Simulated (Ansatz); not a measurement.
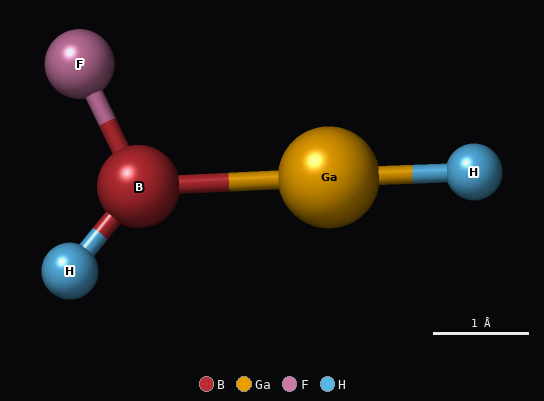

*The input geometry (ball-and-stick view, seen on its broad side). Sticks mark near contacts.*

Bond lengths as drawn: B–F 1.44 Å, B–Ga 2.01 Å, B–H 1.15 Å and Ga–H 1.53 Å.

## Geometry relaxation, with input and output: GaBH$_{2}$F

GaBH$_{2}$F, multiplicity 2, computed with UKS PBE-D4/def2-SVP (Ansatz 0.2.0).

Figures and captions count atoms from 1; the log counts them from 0 in places.

### The program's output
```
Functional definition: PBE
  name "PBE"
  cite "Perdew, Burke & Ernzerhof, Phys. Rev. Lett. 77, 3865 (1996) doi:10.1103/PhysRevLett.77.3865"
  parent pbe
  parameter kappa = 0.804
  parameter beta = 0.06672455060314922
  exchange = pbe_x(kappa = kappa, mu = beta*pi^2/3)
  correlation = pbe_c(beta = beta)
773 factors; their error is unknown
mean field evaluation 1: about -55776.6477 eV, gradient 3.3e1 eV
mean field evaluation 2: about -55672.6747 eV, gradient 1.3e2 eV
mean field evaluation 4: about -55781.6478 eV, gradient 7.6e0 eV
mean field evaluation 8: about -55781.8857 eV, gradient 6.5e-2 eV
mean field evaluation 16: about -55781.8487 eV, gradient 1.5e-5 eV
mean field -55781.84867624 eV, -2049.9451285569 hartree, gradient 1.5e-5 eV, S^2 0.752302; 3 other end points of the search recorded, 0 dependent functions left out
the calculation of the forces begins
reference -55781.84871229 eV, -2049.9451298814 hartree; 24, 23 occupied and 46, 47 virtual orbitals, 773 factors
relax step   1: F+E_penalty+E_count = -55781.91563797 eV  Δ(F+E_penalty+E_count) = +0.000e0 eV  max|allowed force component| = 3.416e0 eV/Å  Δτ_max = 0.0000 Å  (54 SCF iters, accepted)
these checks for a lower state are left out or cut short: starts, cluster_reference, orbital_swaps, neighbouring_geometries, increment
773 factors; their error is unknown
mean field evaluation 32: about -55782.0117 eV, gradient 2.3e-5 eV
mean field -55782.01169001 eV, -2049.9511192024 hartree, gradient 2.3e-5 eV, S^2 0.752346; 0 other end points of the search recorded, 0 dependent functions left out
[... from here on the field's lines of each further geometry are left out, up to the last ...]
relax step   2: F+E_penalty+E_count = -55782.07864891 eV  Δ(F+E_penalty+E_count) = -1.630e-1 eV  max|allowed force component| = 1.562e0 eV/Å  Δτ_max = 0.0478 Å  (29 SCF iters, accepted)
relax step   3: F+E_penalty+E_count = -55782.13722499 eV  Δ(F+E_penalty+E_count) = -5.858e-2 eV  max|allowed force component| = 5.664e-1 eV/Å  Δτ_max = 0.0703 Å  (29 SCF iters, accepted)
relax step   4: F+E_penalty+E_count = -55782.14839606 eV  Δ(F+E_penalty+E_count) = -1.117e-2 eV  max|allowed force component| = 8.386e-2 eV/Å  Δτ_max = 0.0372 Å  (27 SCF iters, accepted)
relax step   5: F+E_penalty+E_count = -55782.15195461 eV  Δ(F+E_penalty+E_count) = -3.559e-3 eV  max|allowed force component| = 1.002e-1 eV/Å  Δτ_max = 0.0301 Å  (27 SCF iters, accepted)
relax step   6: F+E_penalty+E_count = -55782.15348651 eV  Δ(F+E_penalty+E_count) = -1.532e-3 eV  max|allowed force component| = 6.239e-2 eV/Å  Δτ_max = 0.0217 Å  (25 SCF iters, accepted)
relax step   7: F+E_penalty+E_count = -55782.15432882 eV  Δ(F+E_penalty+E_count) = -8.423e-4 eV  max|allowed force component| = 1.021e-2 eV/Å  Δτ_max = 0.0213 Å  (27 SCF iters, accepted)
relax step   8: F+E_penalty+E_count = -55782.15437292 eV  Δ(F+E_penalty+E_count) = -4.409e-5 eV  max|allowed force component| = 2.176e-3 eV/Å  Δτ_max = 0.0059 Å  (26 SCF iters, accepted)
relax step   9: F+E_penalty+E_count = -55782.15437437 eV  Δ(F+E_penalty+E_count) = -1.451e-6 eV  max|allowed force component| = 1.283e-3 eV/Å  Δτ_max = 0.0008 Å  (22 SCF iters, accepted)
relax step  10: F+E_penalty+E_count = -55782.15437588 eV  Δ(F+E_penalty+E_count) = -1.516e-6 eV  max|allowed force component| = 1.891e-3 eV/Å  Δτ_max = 0.0008 Å  (21 SCF iters, accepted)
relax step  11: F+E_penalty+E_count = -55782.14322844 eV  Δ(F+E_penalty+E_count) = +1.115e-2 eV  max|allowed force component| = 5.647e-1 eV/Å  Δτ_max = 0.1884 Å  (32 SCF iters, rejected (line search))
relax step  12: F+E_penalty+E_count = -55782.15439731 eV  Δ(F+E_penalty+E_count) = -2.143e-5 eV  max|allowed force component| = 1.056e-2 eV/Å  Δτ_max = 0.0083 Å  (27 SCF iters, accepted)
relax step  13: F+E_penalty+E_count = -55782.15446555 eV  Δ(F+E_penalty+E_count) = -6.824e-5 eV  max|allowed force component| = 2.720e-2 eV/Å  Δτ_max = 0.0117 Å  (26 SCF iters, accepted)
relax step  14: F+E_penalty+E_count = -55782.15459647 eV  Δ(F+E_penalty+E_count) = -1.309e-4 eV  max|allowed force component| = 7.456e-2 eV/Å  Δτ_max = 0.0337 Å  (27 SCF iters, accepted)
relax step  15: F+E_penalty+E_count = -55782.15536442 eV  Δ(F+E_penalty+E_count) = -7.680e-4 eV  max|allowed force component| = 2.723e-1 eV/Å  Δτ_max = 0.0812 Å  (30 SCF iters, accepted)
relax step  16: F+E_penalty+E_count = -55782.15912015 eV  Δ(F+E_penalty+E_count) = -3.756e-3 eV  max|allowed force component| = 3.096e-1 eV/Å  Δτ_max = 0.0379 Å  (29 SCF iters, accepted)
relax step  17: F+E_penalty+E_count = -55782.16264331 eV  Δ(F+E_penalty+E_count) = -3.523e-3 eV  max|allowed force component| = 3.662e-1 eV/Å  Δτ_max = 0.1279 Å  (31 SCF iters, accepted)
relax step  18: F+E_penalty+E_count = -55782.16246870 eV  Δ(F+E_penalty+E_count) = +1.746e-4 eV  max|allowed force component| = 2.150e-1 eV/Å  Δτ_max = 0.0546 Å  (31 SCF iters, rejected (line search))
relax step  19: F+E_penalty+E_count = -55782.17165244 eV  Δ(F+E_penalty+E_count) = -9.009e-3 eV  max|allowed force component| = 7.374e-2 eV/Å  Δτ_max = 0.0262 Å  (29 SCF iters, accepted)
the calculation of the forces begins
reference -55782.10566846 eV, -2049.9545728468 hartree; 24, 23 occupied and 46, 47 virtual orbitals, 773 factors
relax step  20: F+E_penalty+E_count = -55782.17247769 eV  Δ(F+E_penalty+E_count) = -8.252e-4 eV  max|allowed force component| = 2.115e-2 eV/Å  Δτ_max = 0.0179 Å  (28 SCF iters, accepted)
```

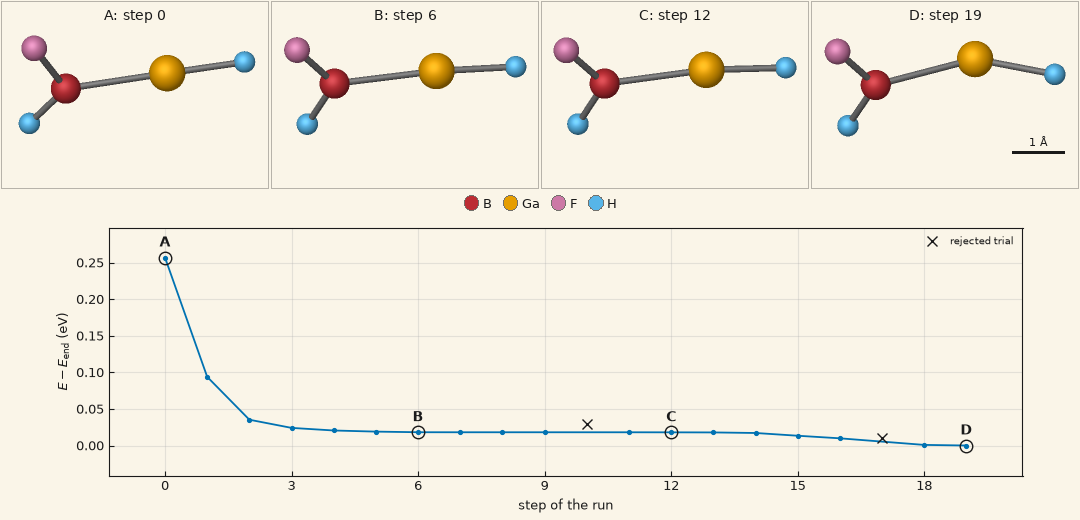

*Frames of the relaxation (ball-and-stick view, seen at a tilt) above the curves, on which the letters mark them (the first geometry is step 0 here and step 1 in the log).*

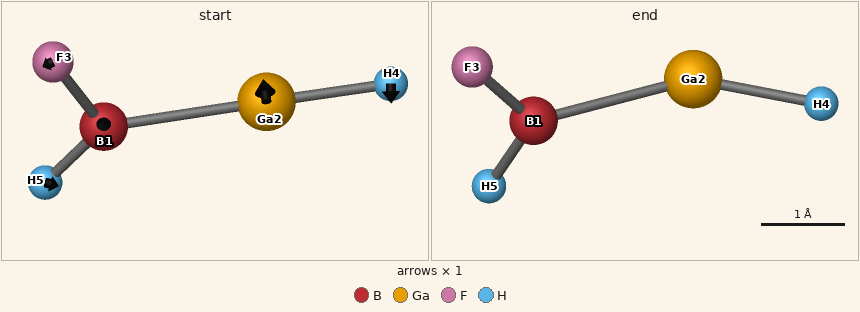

*Before (left) and after (right) the relaxation, at one scale (ball-and-stick view, seen at a tilt). The black arrows give the displacements, at true length.*

Ga2 moves most after the best rigid fit: 0.32 Å. Largest moves by element: Ga 0.32 Å, H 0.24 Å, B 0.16 Å, F 0.14 Å. Among the contacts that change: B1–F3 1.440 → 1.340 Å, B1–H5 1.150 → 1.226 Å, Ga2–H4 1.530 → 1.585 Å, B1–Ga2 2.005 → 2.052 Å. Among the angles that change: B1–Ga2–H4 179.4° → 150.8°, Ga2–B1–H5 131.6° → 116.4°, Ga2–B1–F3 113.0° → 123.4°. After 19 geometry steps the energy has fallen by 0.257 eV. Largest force component: 3.4 eV/Å at the start, 0.021 eV/Å at the end. The line search rejected the trial steps at points 10, 17 (counted from 0) and went back. (Atoms are counted from 1 in the order of the input.)

```
773 factors; their error is unknown
mean field -55782.10563275 eV, -2049.9545715342 hartree, gradient 4.1e-5 eV, S^2 0.753276; 2 other end points of the search recorded, 0 dependent functions left out
the calculation of the forces begins
reference -55782.10566846 eV, -2049.9545728468 hartree; 24, 23 occupied and 46, 47 virtual orbitals, 773 factors
Total energy: -55782.17251341 eV, -2049.9570293532 hartree
Atom 0 at     0.640638     0.189418     0.210838 Å, force    -0.011840     0.003252    -0.004062 eV/Å
Atom 1 at    -1.118894    -0.517322    -0.572269 Å, force     0.021148     0.011755    -0.002741 eV/Å
Atom 2 at     1.563791    -0.598820     0.778745 Å, force    -0.014769     0.009001    -0.006055 eV/Å
Atom 3 at    -2.695363    -0.671680    -0.515756 Å, force     0.005614    -0.003041     0.008811 eV/Å
Atom 4 at     0.931042     1.349482    -0.060905 Å, force    -0.000154    -0.020967     0.004046 eV/Å
Dipole moment:    -0.232074    -0.014263    -0.075644 e Å
```

### Trajectory as extended XYZ (Å, eV, eV/Å), 20 frames, from step=1 to step=20
```
5
Properties=species:S:1:pos:R:3:forces:R:3 step=1 energy=-55781.91564
B     0.6143    0.3165    0.1162    0.9519  -3.4162   1.3467
Ga   -1.2231   -0.3624   -0.3123    0.4767   0.4154   0.0401
F     1.4607   -0.6878    0.7066   -1.3769   1.5441  -0.9347
H    -2.6292   -0.8653   -0.6453   -0.4908  -0.2264  -0.1015
H     1.0986    1.3501   -0.0245    0.4391   1.6832  -0.3506
5
Properties=species:S:1:pos:R:3:forces:R:3 step=2 energy=-55782.07865
B     0.6331    0.2773    0.1360    0.9572  -1.5618   0.7863
Ga   -1.2180   -0.3440   -0.3156    0.0531   0.0714  -0.0034
F     1.4699   -0.6864    0.7087   -0.8820   1.0179  -0.6017
H    -2.6453   -0.8687   -0.6504   -0.1545  -0.0245  -0.0446
H     1.0815    1.3729   -0.0381    0.0262   0.4970  -0.1365
5
Properties=species:S:1:pos:R:3:forces:R:3 step=3 energy=-55782.13722
B     0.6669    0.2193    0.1569   -0.3873   0.5664  -0.2673
Ga   -1.2052   -0.3627   -0.3077   -0.1267  -0.0813  -0.0163
F     1.5001   -0.6510    0.7118    0.5465  -0.4698   0.3164
H    -2.6656   -0.8268   -0.6673    0.0217   0.0657  -0.0199
H     1.0251    1.3722   -0.0531   -0.0543  -0.0810  -0.0130
5
Properties=species:S:1:pos:R:3:forces:R:3 step=4 energy=-55782.14840
B     0.6609    0.2174    0.1774    0.0508   0.0405  -0.0839
Ga   -1.2092   -0.3773   -0.2978   -0.0206  -0.0494   0.0015
F     1.5371   -0.6505    0.7141    0.0103   0.0354   0.0304
H    -2.6735   -0.8059   -0.6838    0.0219   0.0557   0.0081
H     1.0060    1.3673   -0.0692   -0.0624  -0.0822   0.0438
5
Properties=species:S:1:pos:R:3:forces:R:3 step=5 energy=-55782.15196
B     0.6671    0.2024    0.1653    0.0936  -0.0548   0.0758
Ga   -1.2041   -0.4004   -0.2996    0.0085  -0.0023   0.0031
F     1.5593   -0.6371    0.7280   -0.0886   0.1002  -0.0719
H    -2.6822   -0.7771   -0.6860    0.0309   0.0253  -0.0006
H     0.9811    1.3633   -0.0671   -0.0444  -0.0684  -0.0063
5
Properties=species:S:1:pos:R:3:forces:R:3 step=6 energy=-55782.15349
B     0.6685    0.1927    0.1700    0.0530  -0.0284   0.0439
Ga   -1.2019   -0.4137   -0.2931    0.0133   0.0140   0.0000
F     1.5766   -0.6278    0.7300   -0.0624   0.0571  -0.0457
H    -2.6843   -0.7570   -0.6940    0.0334   0.0124   0.0055
H     0.9622    1.3569   -0.0722   -0.0373  -0.0551  -0.0036
5
Properties=species:S:1:pos:R:3:forces:R:3 step=7 energy=-55782.15433
B     0.6687    0.1847    0.1751   -0.0053   0.0092  -0.0039
Ga   -1.1979   -0.4186   -0.2890    0.0041  -0.0050   0.0016
F     1.5871   -0.6224    0.7304    0.0048   0.0016   0.0012
H    -2.6797   -0.7422   -0.6981   -0.0018   0.0044  -0.0012
H     0.9430    1.3495   -0.0777   -0.0019  -0.0102   0.0023
5
Properties=species:S:1:pos:R:3:forces:R:3 step=8 energy=-55782.15437
B     0.6689    0.1823    0.1759   -0.0009  -0.0003   0.0008
Ga   -1.1969   -0.4224   -0.2878    0.0022  -0.0006  -0.0005
F     1.5915   -0.6199    0.7311    0.0003   0.0012  -0.0004
H    -2.6799   -0.7365   -0.6997   -0.0021   0.0003  -0.0001
H     0.9377    1.3476   -0.0789    0.0005  -0.0006   0.0001
5
Properties=species:S:1:pos:R:3:forces:R:3 step=9 energy=-55782.15437
B     0.6688    0.1820    0.1761   -0.0001  -0.0004   0.0013
Ga   -1.1967   -0.4230   -0.2879    0.0012  -0.0002  -0.0011
F     1.5921   -0.6195    0.7313   -0.0003   0.0003  -0.0003
H    -2.6801   -0.7357   -0.6998   -0.0010   0.0000   0.0005
H     0.9371    1.3473   -0.0790    0.0002   0.0003  -0.0003
5
Properties=species:S:1:pos:R:3:forces:R:3 step=10 energy=-55782.15438
B     0.6688    0.1818    0.1762   -0.0004   0.0004   0.0015
Ga   -1.1965   -0.4235   -0.2884    0.0001  -0.0003  -0.0019
F     1.5924   -0.6192    0.7314    0.0001  -0.0008   0.0000
H    -2.6804   -0.7352   -0.6996    0.0001   0.0000   0.0010
H     0.9368    1.3472   -0.0790    0.0000   0.0006  -0.0006
5
Properties=species:S:1:pos:R:3:forces:R:3 step=11 energy=-55782.14323 accepted=F
B     0.6594    0.1516    0.2274    0.1246   0.0856   0.0486
Ga   -1.1273   -0.5320   -0.4260   -0.5647  -0.0226  -0.1722
F     1.6581   -0.5645    0.7608   -0.0721  -0.0694   0.0160
H    -2.7351   -0.6222   -0.6327    0.5446  -0.0017   0.1315
H     0.8661    1.3182   -0.0889   -0.0324   0.0081  -0.0239
5
Properties=species:S:1:pos:R:3:forces:R:3 step=12 energy=-55782.15440
B     0.6687    0.1807    0.1776   -0.0048   0.0089   0.0056
Ga   -1.1935   -0.4279   -0.2949   -0.0085   0.0001  -0.0095
F     1.5945   -0.6171    0.7330    0.0050  -0.0106   0.0022
H    -2.6828   -0.7310   -0.6962    0.0102   0.0002   0.0060
H     0.9344    1.3464   -0.0789   -0.0019   0.0013  -0.0043
5
Properties=species:S:1:pos:R:3:forces:R:3 step=13 energy=-55782.15447
B     0.6676    0.1797    0.1822   -0.0024   0.0144  -0.0001
Ga   -1.1895   -0.4344   -0.3038   -0.0227   0.0006  -0.0222
F     1.5982   -0.6142    0.7341    0.0053  -0.0196   0.0092
H    -2.6863   -0.7249   -0.6919    0.0272   0.0015   0.0169
H     0.9313    1.3448   -0.0799   -0.0074   0.0032  -0.0037
5
Properties=species:S:1:pos:R:3:forces:R:3 step=14 energy=-55782.15460
B     0.6687    0.1743    0.1820   -0.0314   0.0590   0.0451
Ga   -1.1776   -0.4490   -0.3317   -0.0709  -0.0108  -0.0474
F     1.6032   -0.6068    0.7428    0.0287  -0.0531   0.0018
H    -2.6947   -0.7101   -0.6753    0.0746   0.0047   0.0278
H     0.9216    1.3427   -0.0771   -0.0010   0.0003  -0.0273
5
Properties=species:S:1:pos:R:3:forces:R:3 step=15 energy=-55782.15536
B     0.6658    0.1667    0.1973   -0.0425   0.1193   0.0742
Ga   -1.1492   -0.4844   -0.3990   -0.2723  -0.0447  -0.1131
F     1.6171   -0.5911    0.7564    0.0470  -0.0940   0.0103
H    -2.7147   -0.6762   -0.6376    0.2644   0.0203   0.0705
H     0.9022    1.3362   -0.0764    0.0035  -0.0009  -0.0419
5
Properties=species:S:1:pos:R:3:forces:R:3 step=16 energy=-55782.15912
B     0.6594    0.1713    0.2113   -0.0089   0.1000   0.0320
Ga   -1.1387   -0.4918   -0.4347   -0.3096  -0.0638  -0.1111
F     1.6140   -0.5920    0.7580    0.0253  -0.0662   0.0215
H    -2.7175   -0.6724   -0.6159    0.2861   0.0292   0.0716
H     0.9039    1.3360   -0.0781    0.0071   0.0007  -0.0140
5
Properties=species:S:1:pos:R:3:forces:R:3 step=17 energy=-55782.16264
B     0.6392    0.1918    0.2424    0.1128  -0.0617  -0.1606
Ga   -1.1099   -0.5126   -0.5576   -0.3662  -0.0524   0.0110
F     1.5858   -0.6014    0.7672   -0.0777   0.0900   0.0373
H    -2.7150   -0.6697   -0.5346    0.3196   0.0347   0.0131
H     0.9211    1.3430   -0.0767    0.0115  -0.0106   0.0992
5
Properties=species:S:1:pos:R:3:forces:R:3 step=18 energy=-55782.16247 accepted=F
B     0.6406    0.1964    0.2221   -0.0559  -0.0970  -0.0771
Ga   -1.1161   -0.5665   -0.5638   -0.0900   0.1807  -0.0146
F     1.5787   -0.5882    0.7665    0.0073  -0.0117   0.0707
H    -2.7181   -0.6459   -0.5296    0.2150  -0.0391   0.0448
H     0.9362    1.3552   -0.0546   -0.0764  -0.0329  -0.0239
5
Properties=species:S:1:pos:R:3:forces:R:3 step=19 energy=-55782.17165
B     0.6434    0.1878    0.2168   -0.0097   0.0026  -0.0253
Ga   -1.1213   -0.5126   -0.5552   -0.0378  -0.0051  -0.0044
F     1.5744   -0.5985    0.7750   -0.0293   0.0159  -0.0035
H    -2.7027   -0.6728   -0.5304    0.0737   0.0083   0.0157
H     0.9274    1.3471   -0.0656    0.0031  -0.0218   0.0175
5
Properties=species:S:1:pos:R:3:forces:R:3 step=20 energy=-55782.17248
B     0.6406    0.1894    0.2108   -0.0118   0.0033  -0.0041
Ga   -1.1189   -0.5173   -0.5723    0.0211   0.0118  -0.0027
F     1.5638   -0.5988    0.7787   -0.0148   0.0090  -0.0061
H    -2.6954   -0.6717   -0.5158    0.0056  -0.0030   0.0088
H     0.9310    1.3495   -0.0609   -0.0002  -0.0210   0.0040
```

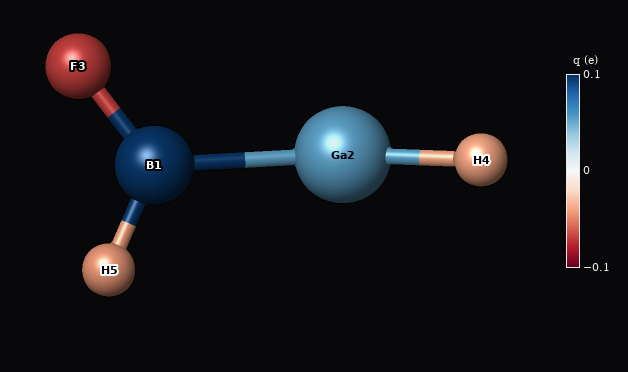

*Mulliken charges, as the colour of each atom (ball-and-stick view, seen on its broad side; atoms are numbered from 1 in the order of the input).*

By element: B +0.10, Ga +0.05, F −0.07 and H −0.04 e.

The run was set up as follows.

### Input
```yaml
crystal:
  periodic: [false, false, false]
  atoms:
    - {symbol: B, position_ang: [0.614323, 0.316532, 0.116215]}
    - {symbol: Ga, position_ang: [-1.223133, -0.362403, -0.312347]}
    - {symbol: F, position_ang: [1.460654, -0.687843, 0.706601]}
    - {symbol: H, position_ang: [-2.629247, -0.865259, -0.645329]}
    - {symbol: H, position_ang: [1.098616, 1.350051, -0.024486]}
basis:
  gaussian: {orbitals: def2-SVP}
magnetization: {spin_polarized: true, initial_magnetization: 1}
hamiltonian: {xc: pbe, dispersion: d4}
relax: {f_tol: 0.03, max_steps: 250}
```

Command:
```bash
ansatz run in.yaml --threads 2 --pin off --events-out ev --progress --plain --max-ram 4352MiB
```

### Summary

| quantity | value |
| --- | --- |
| outcome | converged |
| total energy | −55782.1725 eV |
| mean-field energy | −55782.1057 eV |
| dispersion energy | −0.0668 eV |
| ⟨S²⟩ | 0.753 |
| SCF solution under orbital rotations | stable |
| largest force (length of the vector) at the end | 0.024 eV/Å |
| dipole moment | 1.17 D |
| hardware | 2 threads of Arm Neoverse V1, 23 GiB of memory available, shared host |
| wall time | 28 s (CPU time 53 s) |
| peak memory | 0.16 GiB |
